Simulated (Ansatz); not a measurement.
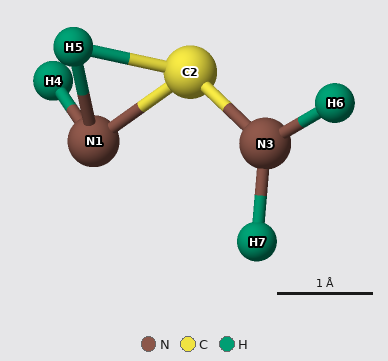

**Figure 1.** The structure (ball-and-stick view, seen at a tilt; atoms are numbered from 1 in the order of the input). Bond lengths as drawn: C–H 1.28 Å, C–N 1.34 to 1.39 Å and H–N 1.02 to 1.31 Å.

# Run report: CH₄N₂, frequency calculation

The run: frequency calculation of CH₄N₂. Method and program: RKS PBE-D4/def2-SVP (Ansatz 0.2.0).

It belongs to a series of runs on one base structure; here: vibrations at the highest image of the band. Figures and captions count atoms from 1; the log counts them from 0 in places.

### The input
```yaml
crystal:
  periodic: [false, false, false]
  atoms:
    - { symbol: "N", position_ang: [-0.747025, -0.627228, -0.752419] }
    - { symbol: C, position_ang: [-0.255423, 0.444988, -0.017559] }
    - { symbol: "N", position_ang: [0.994906, 0.252296, 0.412373] }
    - { symbol: H, position_ang: [-1.63429, -0.297997, -1.174806] }
    - { symbol: H, position_ang: [-1.286682, -0.208882, 0.367061] }
    - { symbol: H, position_ang: [1.440056, 0.927373, 1.031489] }
    - { symbol: H, position_ang: [1.549658, -0.558652, 0.088161] }
basis:
  gaussian: { orbitals: def2-SVP }
hamiltonian:
  xc: pbe
  dispersion: d4
phonons: {}
```

Run on 1 thread of Arm Neoverse V2, 24 GiB of memory available, shared host.

Run as:
```bash
ansatz run input.yaml --threads 1 --pin off --max-ram 2048MiB --backend cpu --events-out ev --progress --plain --runs-dir out
```

### Output
```
Engine: ansatz 0.2.0, aarch64-unknown-linux-gnu
Functional definition: PBE
  parameter kappa = 0.804
  parameter beta = 0.06672455060314922
  exchange = pbe_x(kappa = kappa, mu = beta*pi^2/3)
  correlation = pbe_c(beta = beta)
734 factors; their error is unknown
mean field evaluation 1: about -4063.2670 eV, gradient 5.9e1 eV
mean field evaluation 2: about -4048.8130 eV, gradient 9.7e1 eV
mean field evaluation 4: about -4070.6577 eV, gradient 9.5e0 eV
mean field evaluation 8: about -4070.8679 eV, gradient 1.7e-1 eV
mean field evaluation 16: about -4070.8200 eV, gradient 8.9e-5 eV
mean field -4070.82002823 eV, -149.5998767366 hartree, gradient 1.0e-5 eV, S^2 0.000000; 0 other end points of the search recorded, 0 dependent functions left out
the calculation of the forces begins
reference -4070.82005312 eV, -149.5998776512 hartree; 12, 12 occupied and 50, 50 virtual orbitals, 734 factors
these checks for a lower state are left out or cut short: stability, starts, cluster_reference, orbital_swaps, neighbouring_geometries, increment
734 factors; their error is unknown
mean field -4070.81988406 eV, -149.5998714383 hartree, gradient 9.8e-7 eV, S^2 0.000000; 0 other end points of the search recorded, 0 dependent functions left out
[... from here on the field's lines of each further geometry are left out, up to the last ...]
the calculation of the forces begins
reference -4070.82003868 eV, -149.5998771204 hartree; 12, 12 occupied and 50, 50 virtual orbitals, 734 factors
these checks for a lower state are left out or cut short: stability, starts, cluster_reference, orbital_swaps, neighbouring_geometries, increment
734 factors; their error is unknown
mean field -4070.82000605 eV, -149.5998759214 hartree, gradient 9.9e-7 eV, S^2 0.000000; 0 other end points of the search recorded, 0 dependent functions left out
the calculation of the forces begins
reference -4070.82003093 eV, -149.5998768358 hartree; 12, 12 occupied and 50, 50 virtual orbitals, 734 factors
WARN: phonons: modes at or below zero, which the zero-point energy, F, S and C_V leave out: 1, the lowest at -1484.66 cm⁻¹. A minimum has none, and a first-order saddle one
Total energy: -4070.89531972 eV, -149.6026436478 hartree
Atom 0 at    -0.747025    -0.627228    -0.752419 Å, force    -0.000165    -0.001938     0.005393 eV/Å
Atom 1 at    -0.255423     0.444988    -0.017559 Å, force    -0.005623     0.016036    -0.008596 eV/Å
Atom 2 at     0.994906     0.252296     0.412373 Å, force     0.002556    -0.008145     0.000850 eV/Å
Atom 3 at    -1.634290    -0.297997    -1.174806 Å, force     0.000145     0.002157     0.006543 eV/Å
Atom 4 at    -1.286682    -0.208882     0.367061 Å, force    -0.001484    -0.007748    -0.006596 eV/Å
Atom 5 at     1.440056     0.927373     1.031489 Å, force    -0.000573     0.000201     0.001015 eV/Å
Atom 6 at     1.549658    -0.558652     0.088161 Å, force     0.005145    -0.000564     0.001392 eV/Å
Dipole moment:     0.199853     0.012018     0.188791 e Å
Vibrations: -1484.66 458.05 510.57 614.95 720.70 1037.02 1113.47 1274.58 1373.80 1462.88 1546.68 2257.67 3308.67 3343.64 3604.89 cm⁻¹, zero-point energy 1.402730 eV
```

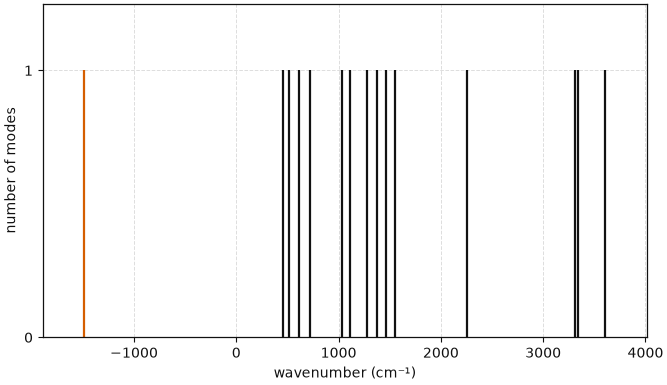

**Figure 2.** Harmonic vibrational wavenumbers from the force constants; neighbouring modes closer than 23 cm⁻¹ are counted in one stick, and imaginary ones are drawn at negative wavenumbers. 15 modes from 1485i to 3605 cm⁻¹, 1 imaginary beyond 8i (1485i cm⁻¹): a first-order saddle point, if the geometry is stationary.

### Results in brief

| quantity | value |
| --- | --- |
| outcome | converged |
| total energy | −4070.8953 eV |
| mean-field energy | −4070.8201 eV |
| largest force (length of the vector) | 0.019 eV/Å |
| wall time | 29 s |
| peak memory | 0.089 GiB |
